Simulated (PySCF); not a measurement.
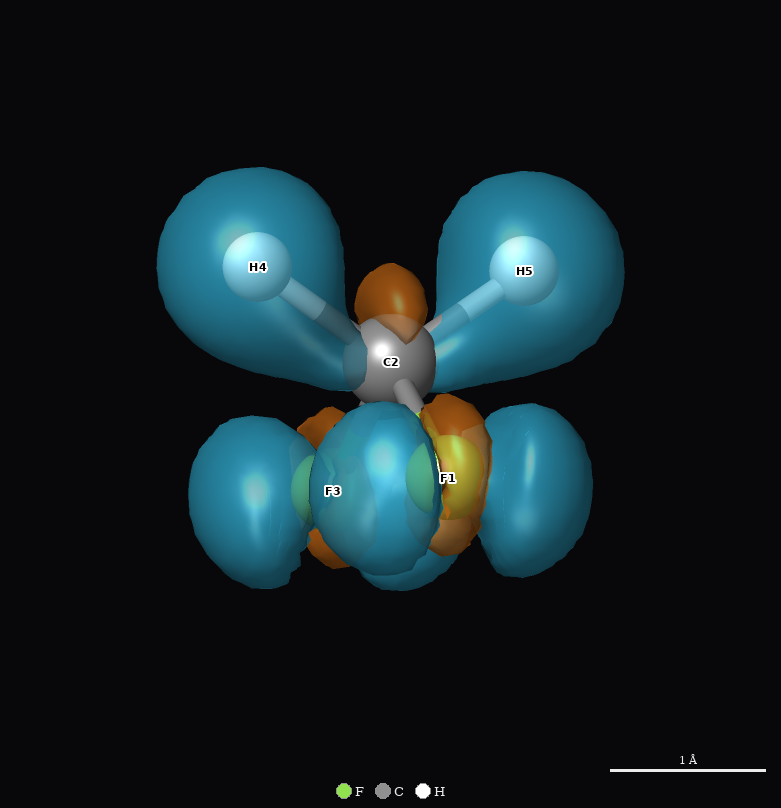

Figure 1: CH2F2, SMILES `FCF`. Fukui function f⁻ = ρ(N) − ρ(N−1) at fixed geometry, surfaces at ±0.05 e/Å³ (light blue positive, orange negative).

PySCF calculation, PBE/def2-TZVP, gas phase; geometry: GFN2-xTB. No frequency check shows the geometry to be a minimum.

Input script:

```python
import numpy as np
from pyscf import gto, scf, dft
from pyscf.scf import atom_ks, atom_hf
from scipy.linalg import block_diag

def solve(mol, dm0=None, hcore=None):
    mf = (dft.UKS if mol.spin else dft.RKS)(mol, xc='pbe')
    mf.grids.level = 3
    mf = mf.density_fit(auxbasis='def2-universal-jkfit')
    mf.conv_tol, mf.max_cycle = 1e-8, 80
    if hcore is not None:
        mf.get_hcore = lambda *args: hcore
    mf.kernel(dm0)
    if not mf.converged:
        mf = mf.newton().run(mf.mo_coeff, mf.mo_occ, max_cycle=30)
    assert mf.converged, 'SCF not converged'
    return mf

mol = gto.M(atom='''
F      1.08857     0.28904     0.00000
C     -0.00001    -0.49929     0.00000
F     -1.08856     0.28905     0.00000
H      0.00000    -1.10355    -0.91745
H      0.00000    -1.10355     0.91745
''', basis='def2-tzvp', charge=0, spin=0, verbose=4)
mf = solve(mol)
out = dict(e0=mf.e_tot, dm0=mf.make_rdm1(), c=mf.mo_coeff, occ=mf.mo_occ, eps=mf.mo_energy)
for name, dq, spin in [('cation', 1, 1)]:
    ion = mol.copy().set(charge=mol.charge + dq, spin=spin).build()
    mi = solve(ion)
    if spin and dq > 0 and mol.nao < 130:
        c, _, stable, _ = mi.stability(return_status=True)
        if not stable:
            mi = solve(ion, mi.make_rdm1(c, mi.mo_occ))
    print(name, 'vertical energy change / eV', (mi.e_tot - mf.e_tot) * 27.211386)
    out.update({'e_' + name: mi.e_tot, 'dm_' + name: mi.make_rdm1(), 's2_' + name: mi.spin_square()[0], 'eps_' + name: mi.mo_energy, 'occ_' + name: mi.mo_occ})
# spherically averaged free atoms, for the promolecule
atm = atom_ks.get_atm_nrks(mol, xc='pbe')
pro = block_diag(*[(atm[a[0]][2] * atm[a[0]][3]) @ atm[a[0]][2].T for a in mol._atom])
np.savez('result.npz', pro=pro, **out)
```

Command:

```sh
OMP_NUM_THREADS=1 python input.py
```

The run took 57 s on 1 thread of Intel(R) Xeon(R) Platinum 8488C (Sapphire Rapids), on a shared host, peak memory 0.43 GiB.

Partitions, critical points and surface values were worked out afterwards from this run's density.

> On which atoms does the density change most on removal of an electron?

f⁻ (Hirshfeld-condensed) is largest on F1 and F3 (0.25 each), C2 (0.17) and H4 and H5 (0.16 each); the vertical ionisation energy is 12.31 eV. Condensed values hint at sites of electrophilic attack but needn't mark the atom that reacts. Orbital relaxation makes it negative in places (0.09 e in all).
